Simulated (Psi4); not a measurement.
# B3LYP/def2-SVP (sweep point 4) run of GaH3Cl− ([GaClH3]-)

Aim: the vertical ionisation energy of GaH3Cl− ([GaClH3]-) at B3LYP/def2-SVP (sweep point 4), from 2 runs. 

The results are computed with Psi4 1.11.

## 1. The system as given

The species is GaH3Cl− (5 atoms), meant as a singlet with charge -1. SMILES: `[H][Ga-]([H])([H])[Cl]`. The shape comes from GFN2-xTB, which is rough for such elements, and wasn't checked as a minimum.

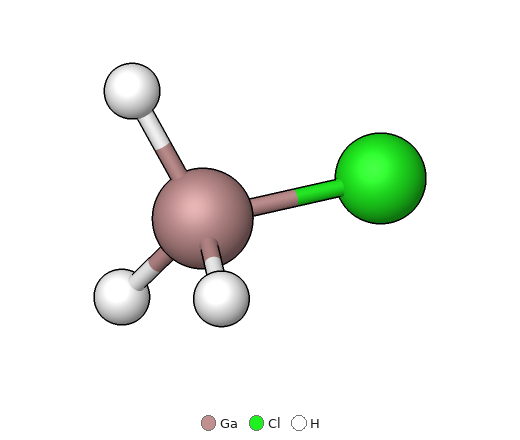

The structure, seen from a chosen angle (gallium pink, chlorine green, hydrogen white).

## 2. The energy at B3LYP/def2-SVP (sweep point 4)

clgah3.dat

```
memory 1.6 GB

molecule mol {
  -1 1
  Ga     0.00519675    -0.00175745    -0.19768425
  Cl     0.01424853    -0.03369382     3.75303388
  H      2.79834424     0.02254443    -1.21072863
  H     -1.41455449     2.43217201    -1.14732832
  H     -1.40321613    -2.41926518    -1.19729268
  units bohr
  symmetry c1
}

set basis def2-SVP
set puream true
set scf_type pk
set dft_radial_points 99
set dft_spherical_points 590

energy('b3lyp')
```

Command:

```
psi4 clgah3.dat clgah3.out -n 1
```

clgah3.out:

```text
[...]
  Running in c1 symmetry.
[...]
  Nuclear repulsion =  174.280749125555189
[...]
  Multiplicity = 1
[...]
  Nalpha       = 26
  Nbeta        = 26
[...]
    Number of basis functions: 65
[...]
   @RKS iter   1: -2384.49085153571150   -1.19738e+00   4.02247e-02 ADIIS/DIIS
[...]
   @RKS iter   9: -2386.60722071213422   -1.02011e-07   9.47782e-07 DIIS
[...]
    Orbital Energies [Eh]
    ---------------------
    Doubly Occupied:
       1A   -372.283793     2A   -101.259950     3A    -45.668922
       4A    -40.433387     5A    -40.432733     6A    -40.432724
       7A     -9.216683     8A     -6.981922     9A     -6.977403
      10A     -6.977392    11A     -5.259091    12A     -3.546253
      13A     -3.542377    14A     -3.542368    15A     -0.625286
      16A     -0.599057    17A     -0.599031    18A     -0.593710
      19A     -0.593678    20A     -0.562225    21A     -0.249491
      22A     -0.128717    23A     -0.124368    24A     -0.124248
      25A     -0.061153    26A     -0.060552
[...]
  @RKS Final Energy: -2386.60722071213422
   => Energetics <=
    Nuclear Repulsion Energy =            174.2807491255551895
    One-Electron Energy =               -3680.5685798744684689
    Two-Electron Energy =                1204.0009424705119727
    DFT Exchange-Correlation Energy =     -84.3203324337327018
    Empirical Dispersion Energy =           0.0000000000000000
    VV10 Nonlocal Energy =                  0.0000000000000000
    Total Energy =                      -2386.6072207121342217
[...]
 Multipole Moments:
 ------------------------------------------------------------------------------------
     Multipole            Electronic (a.u.)      Nuclear  (a.u.)        Total (a.u.)
 ------------------------------------------------------------------------------------
 L = 1.  Multiply by 2.5417464519 to convert [e a0] to [Debye]
 Dipole X            :          0.0263167           -0.0152881            0.0110285
 Dipole Y            :         -0.0212666            0.0109330           -0.0103336
 Dipole Z            :          0.7774810           -0.2747621            0.5027189
 Magnitude           :                                                    0.5029460
[...]
```

Wall time 5.1 s (1 thread of Intel Xeon 6975P-C (Granite Rapids), shared host); peak memory 0.69 GiB.

## 3. Doublet neutral GaH3Cl, same level

calc.dat

```
memory 1600 MB

molecule {
  0 2
  Ga     0.00519675    -0.00175745    -0.19768425
  Cl     0.01424853    -0.03369382     3.75303388
  H      2.79834424     0.02254443    -1.21072863
  H     -1.41455449     2.43217201    -1.14732832
  H     -1.40321613    -2.41926518    -1.19729268
  units au
  symmetry c1
}

set {
  basis def2-SVP
  reference uks
  puream true
  scf_type pk
  dft_radial_points 99
  dft_spherical_points 590
  maxiter 150
}

e_tot, wfn = energy('b3lyp', return_wfn=True)
print_variables()
```

Command:

```
psi4 -i calc.dat -o calc.out -n 1
```

calc.out:

```text
[...]
  Running in c1 symmetry.
[...]
  Nuclear repulsion =  174.280749125555189
[...]
  Multiplicity = 2
[...]
  Nalpha       = 26
  Nbeta        = 25
[...]
    Number of basis functions: 65
[...]
   @UKS iter   1: -2384.30932954754871   -1.01586e+00   4.03587e-02 ADIIS/DIIS
[...]
   @UKS iter  19: -2386.45588807239983   -5.49403e-08   8.51636e-08 DIIS
[...]
   @S^2 Observed:                7.580021004E-01
[...]
    Orbital Energies [Eh]
    ---------------------
    Alpha Occupied:
       1A   -372.541429     2A   -101.518708     3A    -45.927423
       4A    -40.692650     5A    -40.691132     6A    -40.690377
       7A     -9.474161     8A     -7.240402     9A     -7.237650
      10A     -7.232630    11A     -5.516682    12A     -3.804335
      13A     -3.801708    14A     -3.797601    15A     -0.879211
      16A     -0.860355    17A     -0.854538    18A     -0.851663
      19A     -0.850625    20A     -0.814160    21A     -0.508699
      22A     -0.392389    23A     -0.370003    24A     -0.359126
      25A     -0.332876    26A     -0.298958
    Alpha Virtual:
[...]
  @UKS Final Energy: -2386.45588807239983
   => Energetics <=
    Nuclear Repulsion Energy =            174.2807491255551895
    One-Electron Energy =               -3667.6114663565149385
    Two-Electron Energy =                1190.9331458209535413
    DFT Exchange-Correlation Energy =     -84.0583166623937501
    Empirical Dispersion Energy =           0.0000000000000000
    VV10 Nonlocal Energy =                  0.0000000000000000
    Total Energy =                      -2386.4558880723998300
[...]
 Multipole Moments:
 ------------------------------------------------------------------------------------
     Multipole            Electronic (a.u.)      Nuclear  (a.u.)        Total (a.u.)
 ------------------------------------------------------------------------------------
 L = 1.  Multiply by 2.5417464519 to convert [e a0] to [Debye]
 Dipole X            :         -0.2064323           -0.0152881           -0.2217204
 Dipole Y            :          0.3166918            0.0109330            0.3276248
 Dipole Z            :          0.0568123           -0.2747621           -0.2179499
 Magnitude           :                                                    0.4516637
[...]
```

Run time: 12 s. Hardware: 1 thread of Intel Xeon 6975P-C (Granite Rapids), shared host; peak memory 0.7 GiB.

## 4. Outcome

Level: B3LYP/def2-SVP (sweep point 4).

| quantity | value |
| --- | --- |
| singlet GaH3Cl−: total energy | -2386.60722 Eh |
| singlet GaH3Cl−: HOMO energy | -1.65 eV |
| singlet GaH3Cl−: LUMO energy | 6.15 eV |
| singlet GaH3Cl−: HOMO–LUMO gap (to an unbound level, set by the basis) | 7.80 eV |
| doublet neutral GaH3Cl: total energy | -2386.45589 Eh |
| doublet neutral GaH3Cl: dipole moment | 1.15 D |
| doublet neutral GaH3Cl: HOMO energy (highest over α and β) | -7.65 eV |
| doublet neutral GaH3Cl: LUMO energy (lowest over α and β) | -6.58 eV |
| doublet neutral GaH3Cl: ⟨S²⟩ | 0.758 |
| vertical detachment energy (to the doublet neutral) | 4.118 eV |

Removing an electron at fixed nuclei costs 4.12 eV (397 kJ/mol). −ε(HOMO) before ionisation, 1.65 eV, is 2.47 eV below this ionisation energy.
